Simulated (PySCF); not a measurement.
# C₁₄H₈: NMR shifts at several levels of theory, part 2 of 2

PySCF 2.14.0. Atoms count from 0.

## (5) Nuclear shieldings: wB97X-D/pcSseg-1

What the job is given:

```
{"job": {"kind": "nmr", "xc": "wB97X-D", "basis": "pcSseg-1", "pop": false}, "charge": 0, "multiplicity": 1}
C      5.077599     0.004507    -0.860163
C      3.899614    -0.106777    -0.590794
C      2.515252    -0.246251    -0.269863
C      2.073194    -1.360753     0.501806
C      0.747346    -1.508874     0.817458
C     -0.217688    -0.560144     0.386541
C     -1.589331    -0.691606     0.699589
C     -2.515317     0.246059     0.269185
C     -3.899626     0.106049     0.590045
C     -5.077800    -0.006202     0.858151
C     -2.073697     1.360784    -0.502400
C     -0.747702     1.508342    -0.817663
C      0.217904     0.560016    -0.387132
C      1.589502     0.691608    -0.700320
H      6.120140     0.104847    -1.099104
H      2.809841    -2.093370     0.835984
H      0.416109    -2.365862     1.409164
H     -1.922965    -1.547044     1.290721
H     -6.120333    -0.106807     1.097023
H     -2.810297     2.093446    -0.836582
H     -0.416504     2.365347    -1.409308
H      1.923209     1.546995    -1.291485
```

Level: GIAO wB97X-D/pcSseg-1 NMR shielding, non-relativistic, gas phase.

What it wrote:

```text
coarse grid: 20168 points
cycle   1  E = -537.7618512513  dE =  3.206e+00  |g| = 3.940e-01  |ddm| = 5.320e+00
cycle   2  E = -537.8030855564  dE = -4.123e-02  |g| = 2.011e-01  |ddm| = 9.237e-01
cycle   3  E = -537.8114688497  dE = -8.383e-03  |g| = 8.171e-02  |ddm| = 2.615e-01
cycle   4  E = -537.8127161972  dE = -1.247e-03  |g| = 4.660e-02  |ddm| = 1.142e-01
cycle   5  E = -537.8132552708  dE = -5.391e-04  |g| = 7.030e-03  |ddm| = 4.435e-02
cycle   6  E = -537.8132686157  dE = -1.334e-05  |g| = 2.023e-03  |ddm| = 1.154e-02
cycle   7  E = -537.8132705315  dE = -1.916e-06  |g| = 6.980e-04  |ddm| = 3.521e-03
final grid: 199888 points
cycle   8  E = -537.9076567709  dE = -2.296e-04  |g| = 3.870e-03  |ddm| = 1.424e-01
cycle   9  E = -537.9076596831  dE = -2.912e-06  |g| = 2.104e-03  |ddm| = 1.212e-02
cycle  10  E = -537.9076606451  dE = -9.620e-07  |g| = 9.197e-04  |ddm| = 3.959e-03
cycle  11  E = -537.9076608688  dE = -2.237e-07  |g| = 2.786e-04  |ddm| = 1.356e-03
cycle  12  E = -537.9076608880  dE = -1.922e-08  |g| = 5.405e-05  |ddm| = 3.139e-04
cycle  13  E = -537.9076608888  dE = -7.674e-10  |g| = 3.086e-05  |ddm| = 1.427e-04
converged SCF energy = -537.9076608888

GIAO shielding tensors (ppm)
atom      isotropic    diamagn.    paramagn.     s11        s22        s33       span
  0 C       96.938     259.026    -162.088     34.067     44.954    211.794    177.726
  1 C       98.628     245.819    -147.190    -10.918      3.563    303.240    314.158
  2 C       57.459     258.876    -201.417    -46.951     50.801    168.528    215.478
  3 C       46.831     249.566    -202.735    -59.580     35.724    164.350    223.930
  4 C       50.388     250.244    -199.856    -53.034     43.516    160.682    213.716
  5 C       47.473     254.844    -207.371    -26.590    -22.061    191.071    217.661
  6 C       43.637     248.452    -204.814    -59.311     37.481    152.741    212.052
  7 C       57.455     258.877    -201.422    -46.941     50.765    168.541    215.482
  8 C       98.625     245.819    -147.195    -10.929      3.560    303.243    314.172
  9 C       96.940     259.027    -162.087     34.076     44.957    211.788    177.712
 10 C       46.845     249.583    -202.738    -59.599     35.794    164.341    223.940
 11 C       50.399     250.237    -199.839    -52.972     43.457    160.711    213.683
 12 C       47.498     254.830    -207.332    -26.563    -21.998    191.057    217.620
 13 C       43.637     248.453    -204.815    -59.311     37.443    152.781    212.091
 14 H       28.097      31.759      -3.662     23.478     24.504     36.307     12.829
 15 H       23.603      29.133      -5.530     19.112     23.783     27.913      8.801
 16 H       23.509      31.033      -7.524     18.520     23.957     28.051      9.532
 17 H       23.205      31.270      -8.065     18.084     22.524     29.007     10.922
 18 H       28.097      31.759      -3.663     23.479     24.505     36.307     12.828
 19 H       23.600      29.138      -5.538     19.113     23.778     27.909      8.796
 20 H       23.513      31.032      -7.519     18.518     23.965     28.057      9.539
 21 H       23.204      31.267      -8.063     18.086     22.523     29.002     10.916
```

It took 1.9 min on 8 threads of Arm Neoverse N1, shared host.

This run: δ C6 140.9, C3 137.7, C5 137.1, C4 134.1, H17 8.18, H16 7.87 ppm (means over like atoms).

## (6) Nuclear shieldings: KT2/pcSseg-1

The job, as its differences from that of step 5:

```diff
@@ -1,2 +1,2 @@
-{"job": {"kind": "nmr", "xc": "wB97X-D", "basis": "pcSseg-1", "pop": false}, "charge": 0, "multiplicity": 1}
+{"job": {"kind": "nmr", "xc": "KT2", "basis": "pcSseg-1", "pop": false}, "charge": 0, "multiplicity": 1}
 C      5.077599     0.004507    -0.860163
```

Method: GIAO KT2/pcSseg-1 NMR shielding, non-relativistic, gas phase.

What it wrote:

```text
coarse grid: 20168 points
cycle   1  E = -547.8523355931  dE =  2.166e+00  |g| = 5.849e-01  |ddm| = 5.413e+00
cycle   2  E = -547.8350311699  dE =  1.730e-02  |g| = 6.364e-01  |ddm| = 1.748e+00
cycle   3  E = -547.9485504954  dE = -1.135e-01  |g| = 9.708e-02  |ddm| = 1.016e+00
cycle   4  E = -547.9500757011  dE = -1.525e-03  |g| = 6.402e-02  |ddm| = 1.815e-01
cycle   5  E = -547.9511500783  dE = -1.074e-03  |g| = 2.192e-02  |ddm| = 6.973e-02
cycle   6  E = -547.9512713648  dE = -1.213e-04  |g| = 6.629e-03  |ddm| = 2.637e-02
cycle   7  E = -547.9512807098  dE = -9.345e-06  |g| = 3.195e-03  |ddm| = 9.348e-03
cycle   8  E = -547.9512834517  dE = -2.742e-06  |g| = 6.252e-04  |ddm| = 3.957e-03
final grid: 199888 points
cycle   9  E = -547.9538430269  dE = -4.414e-04  |g| = 1.622e-02  |ddm| = 3.201e-01
cycle  10  E = -547.9537920694  dE =  5.096e-05  |g| = 2.046e-02  |ddm| = 4.420e-02
cycle  11  E = -547.9538789575  dE = -8.689e-05  |g| = 1.158e-02  |ddm| = 3.409e-02
cycle  12  E = -547.9539154311  dE = -3.647e-05  |g| = 1.289e-03  |ddm| = 9.930e-03
cycle  13  E = -547.9539157365  dE = -3.054e-07  |g| = 6.739e-04  |ddm| = 2.595e-03
cycle  14  E = -547.9539158591  dE = -1.225e-07  |g| = 1.157e-04  |ddm| = 8.652e-04
cycle  15  E = -547.9539158616  dE = -2.547e-09  |g| = 7.023e-05  |ddm| = 2.031e-04
cycle  16  E = -547.9539158629  dE = -1.288e-09  |g| = 1.394e-05  |ddm| = 7.989e-05
cycle  17  E = -547.9539158629  dE = -3.138e-11  |g| = 8.786e-06  |ddm| = 2.455e-05
converged SCF energy = -547.9539158629

GIAO shielding tensors (ppm)
atom      isotropic    diamagn.    paramagn.     s11        s22        s33       span
  0 C      103.910     258.837    -154.928     47.930     58.518    205.281    157.352
  1 C      100.818     239.948    -139.130      0.949     13.381    288.124    287.175
  2 C       67.716     260.608    -192.892    -17.915     59.043    162.021    179.936
  3 C       57.395     248.481    -191.086    -35.761     47.920    160.026    195.788
  4 C       60.766     249.990    -189.224    -29.534     55.642    156.191    185.726
  5 C       58.209     252.815    -194.606     -8.687     -3.089    186.403    195.090
  6 C       54.819     248.345    -193.526    -34.539     50.116    148.880    183.419
  7 C       67.713     260.611    -192.898    -17.907     59.013    162.034    179.940
  8 C      100.813     239.948    -139.135      0.938     13.377    288.125    287.187
  9 C      103.911     258.839    -154.928     47.939     58.520    205.274    157.335
 10 C       57.407     248.497    -191.090    -35.780     47.986    160.014    195.794
 11 C       60.777     249.981    -189.204    -29.481     55.589    156.222    185.703
 12 C       58.230     252.796    -194.567     -8.632     -3.068    186.389    195.020
 13 C       54.824     248.349    -193.525    -34.528     50.081    148.921    183.449
 14 H       27.754      32.866      -5.112     23.391     24.288     35.585     12.194
 15 H       23.769      29.295      -5.526     19.390     24.364     27.553      8.164
 16 H       23.736      31.227      -7.491     18.957     24.517     27.735      8.778
 17 H       23.426      31.695      -8.269     18.560     23.154     28.564     10.004
 18 H       27.754      32.867      -5.113     23.391     24.288     35.585     12.194
 19 H       23.766      29.301      -5.535     19.391     24.359     27.549      8.158
 20 H       23.740      31.225      -7.485     18.954     24.525     27.740      8.785
 21 H       23.425      31.692      -8.267     18.562     23.155     28.559      9.997
```

Run time: 63 s. Hardware: 8 threads of Arm Neoverse N1, shared host.

This run: δ C6 128.4, C3 125.8, C5 125.0, C4 122.4, H17 7.75, H16 7.44 ppm (means over like atoms).

## (7) Shielding tensors: HF/pcSseg-1

The job, as its differences from that of step 6:

```diff
@@ -1,2 +1,2 @@
-{"job": {"kind": "nmr", "xc": "KT2", "basis": "pcSseg-1", "pop": false}, "charge": 0, "multiplicity": 1}
+{"job": {"kind": "nmr", "xc": "HF", "basis": "pcSseg-1", "pop": false}, "charge": 0, "multiplicity": 1}
 C      5.077599     0.004507    -0.860163
```

Method: GIAO HF/pcSseg-1 NMR shielding, non-relativistic, gas phase.

What it wrote:

```text
final grid: 199888 points
cycle   1  E = -534.4282201984  dE =  4.482e+00  |g| = 6.552e-01  |ddm| = 5.230e+00
cycle   2  E = -534.5816836283  dE = -1.535e-01  |g| = 2.145e-01  |ddm| = 1.244e+00
cycle   3  E = -534.5946545511  dE = -1.297e-02  |g| = 1.150e-01  |ddm| = 5.538e-01
cycle   4  E = -534.5983639745  dE = -3.709e-03  |g| = 2.650e-02  |ddm| = 1.596e-01
cycle   5  E = -534.5985551652  dE = -1.912e-04  |g| = 6.912e-03  |ddm| = 3.281e-02
cycle   6  E = -534.5985764289  dE = -2.126e-05  |g| = 2.476e-03  |ddm| = 1.284e-02
cycle   7  E = -534.5985815569  dE = -5.128e-06  |g| = 1.162e-03  |ddm| = 5.618e-03
cycle   8  E = -534.5985829793  dE = -1.422e-06  |g| = 5.245e-04  |ddm| = 2.814e-03
cycle   9  E = -534.5985833370  dE = -3.577e-07  |g| = 1.983e-04  |ddm| = 1.685e-03
cycle  10  E = -534.5985833856  dE = -4.866e-08  |g| = 9.715e-05  |ddm| = 5.008e-04
cycle  11  E = -534.5985834004  dE = -1.479e-08  |g| = 4.375e-05  |ddm| = 2.799e-04
cycle  12  E = -534.5985834039  dE = -3.466e-09  |g| = 1.605e-05  |ddm| = 1.468e-04
cycle  13  E = -534.5985834043  dE = -4.127e-10  |g| = 4.878e-06  |ddm| = 5.738e-05
converged SCF energy = -534.5985834043

GIAO shielding tensors (ppm)
atom      isotropic    diamagn.    paramagn.     s11        s22        s33       span
  0 C      100.347     261.444    -161.097     40.127     52.891    208.022    167.896
  1 C      111.912     248.260    -136.348     -0.041     13.219    322.559    322.600
  2 C       63.557     256.064    -192.508    -52.764     62.688    180.746    233.511
  3 C       52.599     250.732    -198.133    -61.322     45.994    173.123    234.445
  4 C       56.822     250.497    -193.675    -55.733     55.297    170.903    226.635
  5 C       52.086     255.850    -203.764    -26.159    -19.080    201.498    227.657
  6 C       48.478     247.816    -199.338    -64.725     47.473    162.686    227.411
  7 C       63.545     256.064    -192.519    -52.764     62.640    180.758    233.522
  8 C      111.909     248.261    -136.352     -0.053     13.216    322.565    322.617
  9 C      100.348     261.444    -161.096     40.137     52.891    208.016    167.879
 10 C       52.619     250.749    -198.130    -61.326     46.067    173.116    234.442
 11 C       56.829     250.492    -193.663    -55.677     55.235    170.929    226.605
 12 C       52.122     255.839    -203.717    -26.130    -18.990    201.487    227.618
 13 C       48.469     247.815    -199.346    -64.737     47.424    162.720    227.457
 14 H       27.833      31.217      -3.384     22.998     24.090     36.410     13.412
 15 H       23.804      29.449      -5.645     18.603     24.663     28.147      9.545
 16 H       23.676      31.155      -7.479     17.930     24.705     28.391     10.461
 17 H       23.270      30.955      -7.685     17.385     23.014     29.411     12.026
 18 H       27.833      31.217      -3.384     22.998     24.091     36.410     13.412
 19 H       23.801      29.455      -5.653     18.603     24.658     28.142      9.538
 20 H       23.681      31.155      -7.475     17.930     24.714     28.398     10.469
 21 H       23.268      30.951      -7.683     17.387     23.013     29.406     12.019
```

It took 59 s on 8 threads of Arm Neoverse N1, shared host.

Key values: δ C6 142.4, C5 138.7, C3 138.2, C4 134.0, H17 8.42, H16 8.01 ppm (means over like atoms).

## (8) Side by side: NMR shifts

Shifts (ppm) of some atoms, chosen among heavy atoms and hydrogens apart, means over like atoms, with basis size and wall time:

```
             run     C6     C3     C5     C4     C2   H17   H14  functions     time
   PBE0/pcSseg-1  139.7  136.5  135.4  133.1  125.5  8.14  3.34        278     90 s
    PBE/pcSseg-1  137.1  134.1  133.0  131.0  123.2  7.93  3.23        278     60 s
wB97X-D/pcSseg-1  140.9  137.7  137.1  134.1  127.1  8.18  3.28        278  1.9 min
    KT2/pcSseg-1  128.4  125.8  125.0  122.4  115.5  7.75  3.42        278     63 s
     HF/pcSseg-1  142.4  138.2  138.7  134.0  127.3  8.42  3.85        278     59 s
```

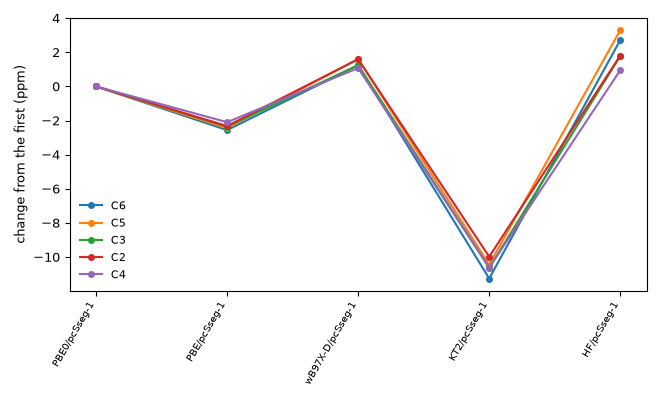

How five of the tabulated atoms move from run to run.

## (9) Outcome

The summary covers parts 1 to 2.

| quantity | value |
| --- | --- |
| point group | C2h |
| rotational constants (main isotopes) | 2.63, 0.35, 0.31 GHz |
| 13C shifts against TMS (PBE0/pcSseg-1, means over atoms taken as alike) | 139.7, 136.5, 135.4, 133.1, 125.5, 88.3, 87.4 ppm |
| 1H shifts against TMS (PBE0/pcSseg-1, means over atoms taken as alike) | 8.14, 7.84, 7.76, 3.34 ppm |
| range of the shift of C6 (with its like atoms) | 128.4 to 142.4 ppm |

Single values in the summary come from the first sound run of each kind (PBE0/pcSseg-1), which need not be the best level. Relaxing lowered the energy by 0.089 eV in 6 steps; the close pair that moved most is C9–H18, from 1.049 to 1.074 Å. No frequency check was run at this level, so the end point may be a saddle. At PBE0/pcSseg-1: Shielding is most anisotropic at C1, C8 (span 309 ppm, paramagnetic term -146 ppm). NICS(1)zz of -27 ppm above the planar ring from C2 marks a diatropic (aromatic) ring current. NICS(1)zz of -27 ppm above the planar ring from C5 marks a diatropic (aromatic) ring current. In ppm, C6 (with its like atoms) moves most: its shift spreads over 14.0 ppm, from 128.4 (KT2/pcSseg-1) to 142.4 (HF/pcSseg-1). Part of that comes from the computed reference.
